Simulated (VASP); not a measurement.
Energy against volume of SrO (rock salt). Computed with LDA (Ceperley-Alder, Perdew-Zunger), VASP's LDA PAW potentials (set 64) (plane waves; VASP).

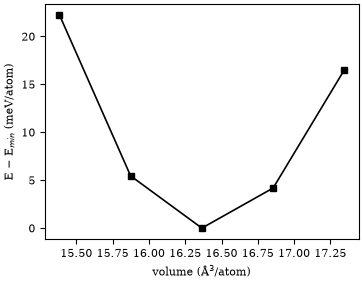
Energy against volume

Q: Estimate the equilibrium volume and the bulk modulus.

A: The minimum lies near 16.4 Å³/atom, and the curvature gives B0 of about 100 GPa.

Measured: bulk modulus 91.0 GPa at 300 K (computed value off by +14.2 %), a 5.160 Å at 300 K (computed value off by -1.6 %), as given by Juan A. Santana et al., The Journal of Chemical Physics (2016), arXiv:1608.06321. The calculation is for a static lattice, while the measured bulk modulus, a hold thermal and zero-point effects, which are part of the difference.

The compound is SrO in the rock salt structure. It was relaxed first.
